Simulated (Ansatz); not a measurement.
# LiZrBr3 (built on the sites of a database entry of CsSnBr3): phonons and vibrational spectra, part 2 of 2

Aim: the vibrations of LiZrBr3 (built on the sites of a database entry of CsSnBr3), their spectra, and whether the structure is stable.

Ansatz 0.2.0; DFT PBEsol, scalar-relativistic, plane waves, norm-conserving pseudopotentials.

So far. Step 4 (Relaxing to small forces for the phonons): The forces vanish by symmetry and the pressure is 0.009 GPa, within the tolerances set. The cell now holds 29.58 Å³/atom. Step 5 (Linear response at the zone centre): Before it was imposed, the acoustic sum rule was missed by 3.1e-4 eV/Å². Small misses are needed for a sound result but don't prove that mesh and cutoff are converged. The relaxed cell has a = 5.288 Å (conventional setting).

The structure was built from a prototype and need not be the compound's stable phase.

## 6. Phonons on a q mesh

Stability and thermal properties need the whole zone. Linear response on a 2×2×2 q mesh gives force constants as far as a supercell of that size would.

The input, input.yaml:

```yaml
crystal:
  lattice:
    - [5.2880942881, 0.0, 0.0]
    - [0.0, 5.2880942881, 0.0]
    - [0.0, 0.0, 5.2880942881]
  atoms:
    - { symbol: Li, position: [0.0, 0.0, 0.0] }
    - { symbol: Zr, position: [0.5, 0.5, 0.5] }
    - { symbol: Br, position: [0.5, 0.0, 0.5] }
    - { symbol: Br, position: [0.5, 0.5, 0.0] }
    - { symbol: Br, position: [0.0, 0.5, 0.5] }
kpoints:
  mp_grid: { grid: [8, 8, 8] }
hamiltonian:
  xc: pbesol
  pseudopotentials: { kind: nc }
scf:
  occupations: { method: methfessel_paxton, width: 0.2 }
output:
  eigenvalues: true
phonons:
  method: dfpt
  qmesh: [2, 2, 2]
  temperatures: { t_max: 1000, t_step: 50 }
  qpath:
    path:
      - [[0.0, 0.0, 0.0], [0.0, 0.5, 0.0], [0.5, 0.5, 0.0], [0.0, 0.0, 0.0], [0.5, 0.5, 0.5], [0.0, 0.5, 0.0]]
      - [[0.5, 0.5, 0.5], [0.5, 0.5, 0.0]]
    npoints: 10
```

The run is started by

```
ansatz run input.yaml --threads 4 --pin off --max-ram 14336MiB --backend cpu --events-out ev --progress --plain --runs-dir out
```

Numbers of over 12 decimals in the logs are rounded to 6 here.

The program printed:

```text
[...]
Crystal: 5 atoms, lattice volume = 147.876 Å³
Basis set: ecut = 1006.821291 eV, 10827 PW (Γ), exchange–correlation on 120×120×120 points (8 copies of the dense FFT grid, shifted against one another)
Bands: 23, of which v1, the nominal top of the filled ones, is band 18 counted from 1 (17 counted from 0)
Symmetry: 48 space group operations
k-points: 35 of 512
[...]
SCF iter   1: F=—  HF=-2863.032445 eV  |F-HF|=—  |Δ(HF+E_count)|=         —  Δρ=6.32e-2  dr2=1.75e1  ethr=3.10e-3  ⟨swp⟩=6.3  Hψ=3957  notcnv=0
[...]
SCF iter  13: F=-2858.822464 eV  HF=-2858.822464 eV  |F-HF|=1.36e-12  |Δ(HF+E_count)|=  6.37e-12  S|Δr|=    0.00e0  Δρ=1.45e-8  dr2=2.00e-13  ethr=1.00e-12  ⟨swp⟩=15.0  Hψ=6201  notcnv=0
SCF 1 converged in 13 iterations: F = -2858.822464 eV  dr2 = 2.00e-13
[...]
SCF iter   6: F=-2858.822464 eV  HF=-2858.822464 eV  |F-HF|=5.00e-12  |Δ(HF+E_count)|=  1.46e-11  S|Δr|=    0.00e0  Δρ=9.81e-8  dr2=8.33e-12  ethr=1.00e-12  ⟨swp⟩=2.8  Hψ=2285  notcnv=0
SCF 2 converged in 6 iterations: F = -2858.822464 eV  dr2 = 8.33e-12
phonons: the bands overlap, so this run is a metal and interpolates without the dipole-dipole term. If the crystal is really an insulator or semiconductor, its LO-TO splitting is missing
NSCF: frozen V_eff on 35 k-points
[...]
DFPT response loops at q = (0, 0, 0) (fractional): preconditioner auto → Kerker (q_TF=auto, 2.156 Å⁻¹) (partly filled bands, converged f_vac=0.072); β = 1.00, the filter's whole step (`scf.mixing.beta` (0.50) is not read by the response loops under this deck's `scf.mixing.preconditioner`; to damp them name `kerker` or `kerker_dos`, under which they read `scf.mixing.beta`, and type it under 1.00, their step now; both keys bind the ground state too); Broyden in place of MSR1
[...]
SCF converged after 13 iterations
[...]
Free energy (F): -2858.822464 eV
[...]
Internal energy: -2858.825209 eV  (E = F + TS)
E sigma→0 (E₀):  -2858.823150 eV
Entropy (-TS):   0.002745 eV (0.549 meV/atom)
Fermi energy:    6.405806 eV
[...]
--- Band table (eV; the first three rows and the last of 35) ---
  k-point 0: bands = [... 14 lower, 2.1258, 2.1258, 2.1258, 5.4461, 5.4461, 5.4461, 5.7986, 7.1238, ... 6 higher]
  k-point 1: bands = [... 14 lower, 1.8303, 2.0783, 2.0783, 5.4547, 5.6727, 5.6727, 5.9764, 7.1250, ... 6 higher]
  k-point 2: bands = [... 14 lower, 1.6714, 2.0357, 2.0357, 5.4757, 6.2170, 6.2170, 6.4135, 7.1279, ... 6 higher]
  k-point 34: bands = [... 14 lower, 2.6293, 2.6293, 2.6293, 6.4908, 7.7688, 7.7688, 7.7688, 9.7569, ... 6 higher]
--- Phonons (Γ-DFPT): 4 representative perturbations + reference (Σ response iterations 12) ---
  ASR residual: 6.726e-5 → 0.000e0 eV/Å²; symmetrization residual: 1.142e-6 eV/Å²
  ASR residual per site (eV/Å²): 7.85e-6 6.73e-5 4.90e-6 4.90e-6 4.90e-6
[...]
--- Phonons (arbitrary-q DFPT): 4 irreducible q on the 2×2×2 mesh ---
  q = [0.0000, 0.0000, 0.0000] (star 1, of the zone-centre solve; hermiticity 2.10e-7, symmetrization 1.64e-14): -154.02 -154.02 -154.02 -0.00 -0.00 0.00 39.02 39.02 39.02 86.04 86.04 86.04 253.80 253.80 253.80
  q = [0.0000, 0.0000, -0.5000] (star 3, 9 solved perturbations in 975 linear systems a pass and spin channel, the states on 125 of 512 k-point pairs; hermiticity 1.00e-7, symmetrization 3.00e-13, the responses' own estimated error 2.5e-5 eV/Å²): -149.49 -149.49 -116.96 -5.86 -5.86 38.12 38.12 45.89 62.48 70.93 70.93 125.97 212.82 249.07 249.07
[...]
sum rule: each row above includes the acoustic sum rule's correction from the zone centre's row sums; it moved no ω² by more than (0.55 cm⁻¹)²
  mesh force constants: q→R imaginary residual 1.00e-18; ASR residual 6.726e-5 → 0.000e0 eV/Å²; symmetrization residual 8.882e-15 eV/Å²
  interpolated dispersion: 62 rows × 15 modes
  density of states and harmonic sums: on the 12×12×12 q-mesh, interpolated from the force constants of a 2×2×2 supercell (no non-analytic term)
  largest difference from the sums on the solved wave vectors: F 1.16e-1 eV, S 1.43e-4 and C_V 2.71e-5 eV/K
  zero-point energy: 0.074656 eV/cell   skipped modes (ω ≤ 0): 393, of them read as no rigid motion or as one in doubt: 390 (4.559e0 modes/cell left out, lowest -154.02 cm⁻¹)   left out of the sums: 3.04e-1 of the cell's modes: C_V's classical limit lies that fraction below 3 k_B per atom; for a crystal, a wire or a layer, F and S can be off by more, and a phonons.interpolated_qmesh denser along its periods is the remedy for the sampling
```

Wall time 12 min (4 threads of Arm Neoverse V1, shared host); peak memory 3.7 GiB.

Numbers from this step:

* sum-rule residual before enforcement: 6.73e-5 eV/Å²
* lowest frequency on the path: -154.0 cm⁻¹
* highest frequency on the path or at a solved wavevector: 253.8 cm⁻¹
* lowest mode on the q mesh (acoustic modes at Γ apart): -154.0 cm⁻¹

Frequencies (cm⁻¹) solved at each irreducible wavevector; negative means imaginary. Frequencies by wavevector, by row:

| q in reciprocal lattice units | star | mode 1 | mode 2 | mode 3 | mode 4 | mode 13 | mode 14 | mode 15 |
| --- | --- | --- | --- | --- | --- | --- | --- | --- |
| 0 0 0 | 1 | -154 | -154 | -154 | 0 | 253.8 | 253.8 | 253.8 |
| 0 0 -0.5 | 3 | -149.5 | -149.5 | -117 | -5.9 | 212.8 | 249.1 | 249.1 |
| 0 -0.5 -0.5 | 3 | -144.8 | -136.1 | -136.1 | -46.2 | 211.5 | 216.6 | 243.6 |
| -0.5 -0.5 -0.5 | 1 | -151 | -151 | -151 | -49 | 213.7 | 213.7 | 219.6 |

Interpolated from a 2×2×2 q mesh. The phonon branches at the labelled points (cm⁻¹):

| point | branch 1 | branch 2 | branch 3 | branch 4 | branch 12 | branch 13 | branch 14 | branch 15 |
| --- | --- | --- | --- | --- | --- | --- | --- | --- |
| Γ | -154 | -154 | -154 | 0 | 86 | 254 | 254 | 254 |
| X | -150 | -150 | -117 | -6 | 126 | 213 | 249 | 249 |
| M | -145 | -136 | -136 | -46 | 127 | 212 | 217 | 244 |
| Γ | -154 | -154 | -154 | 0 | 86 | 254 | 254 | 254 |
| R | -151 | -151 | -151 | -49 | 120 | 214 | 214 | 220 |
| X | -150 | -150 | -117 | -6 | 126 | 213 | 249 | 249 |
| jump to R | -151 | -151 | -151 | -49 | 120 | 214 | 214 | 220 |
| M | -145 | -136 | -136 | -46 | 127 | 212 | 217 | 244 |

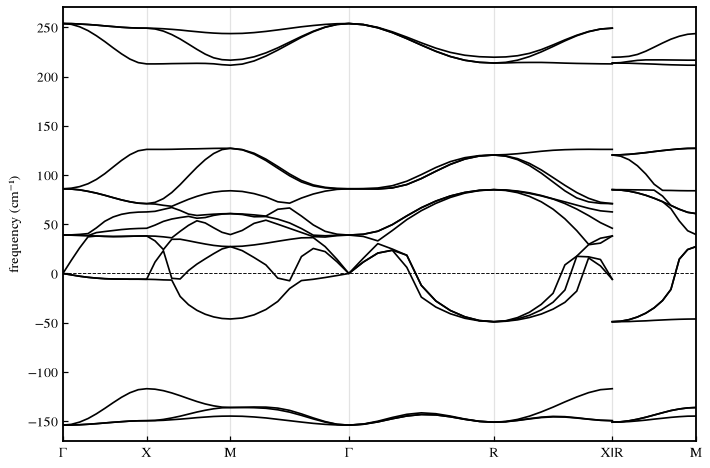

Phonon branches along the path.

The phonon density of states has structure finer than the step of the table below, so its rows give means over 25 cm⁻¹, whole bins alone (the curve runs from -152 to 252 cm⁻¹). Peaks (cm⁻¹: height): -147.5: 0.255, 77.5: 0.117, 122.5: 0.0914, 217.5: 0.0871, 247.5: 0.0966.

Tetrahedra on a 12×12×12 mesh, mean over bins of 5 cm-1. Interpolated from a 2×2×2 q mesh. Table of phonon density of states by wavenumber; means over each step:

| wavenumber (cm⁻¹) | phonon density of states (1/cm⁻¹/cell) |
| --- | --- |
| -125 | 0.0262 |
| -100 | 0 |
| -75 | 0 |
| -50 | 0.0168 |
| -25 | 0.0299 |
| 0 | 0.0331 |
| 25 | 0.0452 |
| 50 | 0.0579 |
| 75 | 0.0997 |
| 100 | 0.0396 |
| 125 | 0.0378 |
| 150 | 0 |
| 175 | 0 |
| 200 | 0.00545 |
| 225 | 0.0666 |

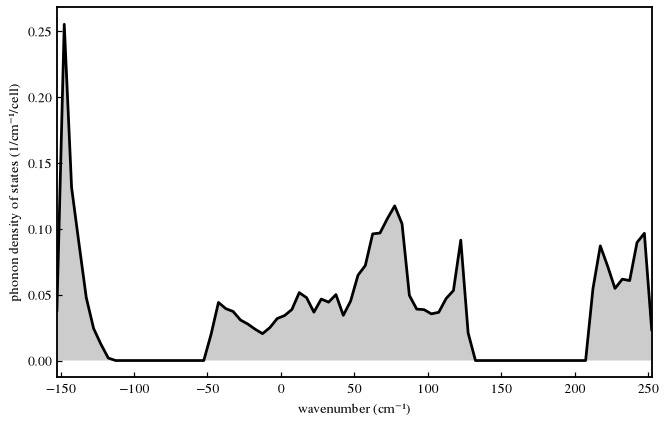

Phonon density of states against wavenumber.

The partial phonon density of states has structure finer than the step of the table below, so its rows give means over 25 cm⁻¹, whole bins alone (the curve runs from -164 to 271 cm⁻¹). Peaks (cm⁻¹: height): Br -35.3: 0.0435, -21.6: 0.0366, 16.7: 0.0538, 77.0: 0.0939, 216.6: 0.0752, 244.0: 0.0508; Li -144.9: 0.187; Zr 85.2: 0.0228, 101.6: 0.0367, 123.5: 0.0622, 246.8: 0.0380.

Phonopy on the run's constants, 11x11x11 mesh, Gaussian sigma 3.1 cm-1. Interpolated from a 2×2×2 q mesh. Partial phonon density of states against wavenumber; means over each step; values in 1/cm⁻¹/cell:

| wavenumber (cm⁻¹) | Br | Li | Zr |
| --- | --- | --- | --- |
| -150 | 0.00190 | 0.0904 | 2.3e-4 |
| -125 | 6.5e-4 | 0.0265 | 1.6e-4 |
| -100 | 1.0e-7 | 3.2e-5 | 0 |
| -75 | 0 | 0 | 0 |
| -50 | 0.0174 | 6.8e-6 | 7.6e-6 |
| -25 | 0.0325 | 5.3e-5 | 2.1e-4 |
| 0 | 0.0203 | 1.3e-4 | 0.00302 |
| 25 | 0.0474 | 2.6e-4 | 0.00355 |
| 50 | 0.0526 | 6.2e-4 | 0.00551 |
| 75 | 0.0819 | 0.00121 | 0.0164 |
| 100 | 0.0144 | 2.9e-4 | 0.0230 |
| 125 | 0.00345 | 3.5e-4 | 0.0357 |
| 150 | 0 | 0 | 1.0e-6 |
| 175 | 0 | 0 | 0 |
| 200 | 0.00624 | 1.1e-6 | 1.8e-4 |
| 225 | 0.0537 | 1.4e-5 | 0.0117 |
| 250 | 0.0278 | 3.2e-6 | 0.0203 |

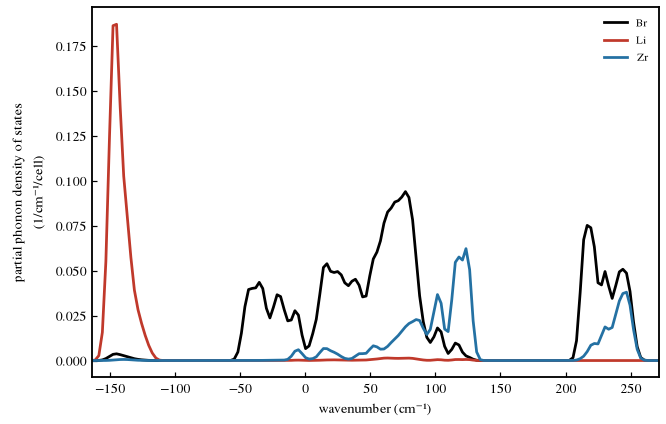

Partial phonon density of states against wavenumber.

Symmetry leaves 4 wavevectors to solve. The lowest mode among them, the acoustic zeros apart, lies at Γ and is imaginary, 154.0i cm⁻¹, so the energy falls along it.

## 7. Isotope substitution, element Br, natural mass 79.904 amu

An isotope changes the mass and not the force constants, so no new electronic calculation is needed; the shifts show which modes move this element.

The same force constants with the mass of Br changed from 79.904 to 80.916 u (phonopy, no LO-TO term). Both lists are sorted by frequency; levels can cross, so a row need not hold one and the same mode. Modes under 3 cm⁻¹ are left out. Isotope shifts, by row, the first 40 of 57 rows:

| q | rank | natural mass (cm⁻¹) | changed mass (cm⁻¹) |
| --- | --- | --- | --- |
| 0 0 0 | 1 | -154 | -154 |
| 0 0 0 | 2 | -154 | -154 |
| 0 0 0 | 3 | -154 | -154 |
| 0 0 0 | 7 | 39.02 | 38.77 |
| 0 0 0 | 8 | 39.02 | 38.77 |
| 0 0 0 | 9 | 39.02 | 38.77 |
| 0 0 0 | 10 | 86.04 | 85.65 |
| 0 0 0 | 11 | 86.04 | 85.65 |
| 0 0 0 | 12 | 86.04 | 85.65 |
| 0 0 0 | 13 | 253.8 | 252.9 |
| 0 0 0 | 14 | 253.8 | 252.9 |
| 0 0 0 | 15 | 253.8 | 252.9 |
| 0 0 -0.5 | 1 | -149.5 | -149.5 |
| 0 0 -0.5 | 2 | -149.5 | -149.5 |
| 0 0 -0.5 | 3 | -117 | -117 |
| 0 0 -0.5 | 4 | -5.86 | -5.83 |
| 0 0 -0.5 | 5 | -5.86 | -5.83 |
| 0 0 -0.5 | 6 | 38.12 | 37.88 |
| 0 0 -0.5 | 7 | 38.12 | 37.88 |
| 0 0 -0.5 | 8 | 45.89 | 45.6 |
| 0 0 -0.5 | 9 | 62.48 | 62.09 |
| 0 0 -0.5 | 10 | 70.93 | 70.63 |
| 0 0 -0.5 | 11 | 70.93 | 70.63 |
| 0 0 -0.5 | 12 | 126 | 126 |
| 0 0 -0.5 | 13 | 212.8 | 211.5 |
| 0 0 -0.5 | 14 | 249.1 | 248.2 |
| 0 0 -0.5 | 15 | 249.1 | 248.2 |
| 0 -0.5 -0.5 | 1 | -144.8 | -144.8 |
| 0 -0.5 -0.5 | 2 | -136.1 | -136.1 |
| 0 -0.5 -0.5 | 3 | -136.1 | -136.1 |
| 0 -0.5 -0.5 | 4 | -46.19 | -45.9 |
| 0 -0.5 -0.5 | 5 | 27.28 | 27.1 |
| 0 -0.5 -0.5 | 6 | 27.28 | 27.1 |
| 0 -0.5 -0.5 | 7 | 39.45 | 39.34 |
| 0 -0.5 -0.5 | 8 | 60.75 | 60.39 |
| 0 -0.5 -0.5 | 9 | 60.75 | 60.39 |
| 0 -0.5 -0.5 | 10 | 84.01 | 83.48 |
| 0 -0.5 -0.5 | 11 | 127.1 | 127.1 |
| 0 -0.5 -0.5 | 12 | 127.1 | 127.1 |
| 0 -0.5 -0.5 | 13 | 211.5 | 210.1 |

A mode of this element alone would shift by -0.63 %. The highest zone-centre frequency without the field goes from 253.8 to 252.9 cm⁻¹ (-0.3 %).

## 8. Isotope substitution, element Li, natural mass 6.94 amu

The same for Li, from 6.94 to 6.02 u.

The same force constants with the mass of Li changed from 6.940 to 6.015 u (phonopy, no LO-TO term). Both lists are sorted by frequency; levels can cross, so a row need not hold one and the same mode. Modes under 3 cm⁻¹ are left out. Isotope shifts, by row, the first 40 of 57 rows:

| q | rank | natural mass (cm⁻¹) | changed mass (cm⁻¹) |
| --- | --- | --- | --- |
| 0 0 0 | 1 | -154 | -165.1 |
| 0 0 0 | 2 | -154 | -165.1 |
| 0 0 0 | 3 | -154 | -165.1 |
| 0 0 0 | 7 | 39.02 | 39.02 |
| 0 0 0 | 8 | 39.02 | 39.02 |
| 0 0 0 | 9 | 39.02 | 39.02 |
| 0 0 0 | 10 | 86.04 | 86.08 |
| 0 0 0 | 11 | 86.04 | 86.08 |
| 0 0 0 | 12 | 86.04 | 86.08 |
| 0 0 0 | 13 | 253.8 | 253.8 |
| 0 0 0 | 14 | 253.8 | 253.8 |
| 0 0 0 | 15 | 253.8 | 253.8 |
| 0 0 -0.5 | 1 | -149.5 | -160.4 |
| 0 0 -0.5 | 2 | -149.5 | -160.4 |
| 0 0 -0.5 | 3 | -117 | -125.6 |
| 0 0 -0.5 | 4 | -5.86 | -5.86 |
| 0 0 -0.5 | 5 | -5.86 | -5.86 |
| 0 0 -0.5 | 6 | 38.12 | 38.15 |
| 0 0 -0.5 | 7 | 38.12 | 38.15 |
| 0 0 -0.5 | 8 | 45.89 | 45.89 |
| 0 0 -0.5 | 9 | 62.48 | 62.48 |
| 0 0 -0.5 | 10 | 70.93 | 70.93 |
| 0 0 -0.5 | 11 | 70.93 | 70.93 |
| 0 0 -0.5 | 12 | 126 | 126 |
| 0 0 -0.5 | 13 | 212.8 | 212.8 |
| 0 0 -0.5 | 14 | 249.1 | 249.1 |
| 0 0 -0.5 | 15 | 249.1 | 249.1 |
| 0 -0.5 -0.5 | 1 | -144.8 | -155.5 |
| 0 -0.5 -0.5 | 2 | -136.1 | -145.7 |
| 0 -0.5 -0.5 | 3 | -136.1 | -145.7 |
| 0 -0.5 -0.5 | 4 | -46.19 | -46.19 |
| 0 -0.5 -0.5 | 5 | 27.28 | 27.28 |
| 0 -0.5 -0.5 | 6 | 27.28 | 27.28 |
| 0 -0.5 -0.5 | 7 | 39.45 | 39.45 |
| 0 -0.5 -0.5 | 8 | 60.75 | 60.89 |
| 0 -0.5 -0.5 | 9 | 60.75 | 60.89 |
| 0 -0.5 -0.5 | 10 | 84.01 | 84.01 |
| 0 -0.5 -0.5 | 11 | 127.1 | 127.3 |
| 0 -0.5 -0.5 | 12 | 127.1 | 127.3 |
| 0 -0.5 -0.5 | 13 | 211.5 | 211.5 |

A mode of this element alone would shift by +7.41 %. The highest zone-centre frequency without the field goes from 253.8 to 253.8 cm⁻¹ (+0.0 %).

## 9. Isotope substitution, element Zr, natural mass 91.222 amu

The same for Zr, from 91.22 to 95.91 u.

A mode of this element alone would shift by -2.47 %. The highest zone-centre frequency without the field goes from 253.8 to 251.0 cm⁻¹ (-1.1 %).

## 10. Outcome

| Property | Result |
| --- | --- |
| space group after relaxation (within 0.01 Å) | Pm-3m |
| volume per atom | 29.6 Å³ |
| electronic character | no gap on this mesh |
| highest optical mode at the zone centre (no LO-TO term) | 254 cm⁻¹ |
| lowest optical zone-centre mode | -154 cm⁻¹ |
| lowest mode on the q mesh (acoustic modes at Γ apart) | -154 cm⁻¹ |
| highest frequency on the path or at a solved wavevector | 254 cm⁻¹ |
| imaginary modes on the 2×2×2 q mesh | yes |

Modes are clearly imaginary (beyond 10i cm⁻¹) at 4 of the 4 irreducible wavevectors, most at Γ (154.0i cm⁻¹), so this structure is not a minimum of the energy. The optical modes at Γ span -154 to 254 cm⁻¹ (negative means imaginary). With no gap, or one that is small against the smearing, the frequencies hang on the k mesh and the smearing, most of all near Kohn anomalies. The starting cell was built on a prototype and not taken from a measurement, so the phase need not exist. These are harmonic frequencies at zero temperature: anharmonic shifts, linewidths and thermal expansion are left out.

[Logs are printed without paths, hosts, clocks, repeated set-up lines and the standing remarks that a program may print on its own settings, such as how far it seeks lower states.]

[Hosts, paths, dates, database ids (printed as entryN), source tags and the programs' standing remarks are cut or masked in the printed files.]
